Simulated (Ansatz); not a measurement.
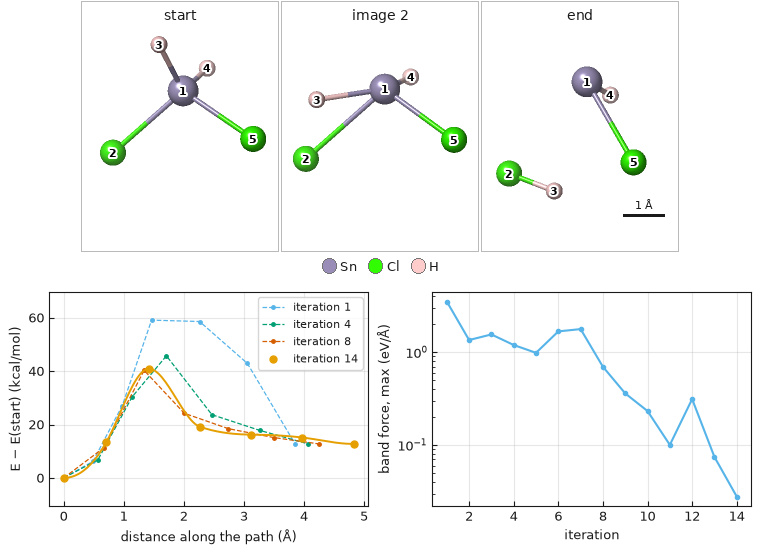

NEB run on SnH$_{2}$Cl$_{2}$. Images are numbered from 0 (start) to 6 (end). The plot follows the band through its iterations. A ball-and-stick model, seen at a tilt.

Method: RKS B3LYP/def2-SVP (Ansatz 0.2.0). Set-up: 5 movable images; climbing image; force threshold 0.05 eV/Å; iteration limit 60; starting path through a guess of the saddle point.

**Did the band converge, and can the barrier be trusted?**

The result is final at these settings. The band converged in 14 iterations. The largest component of the band force went from 3.5 to 0.028 eV/Å. The climbing image converged on the top of the path. Its vibrational analysis gives one imaginary mode (985i cm⁻¹), as a transition state must have. The first iteration put the highest image at 59.1 kcal/mol. The energy climbs by 40.9 kcal/mol to image 2 and then falls by 28.1 kcal/mol, so the end point sits at +12.7 kcal/mol.
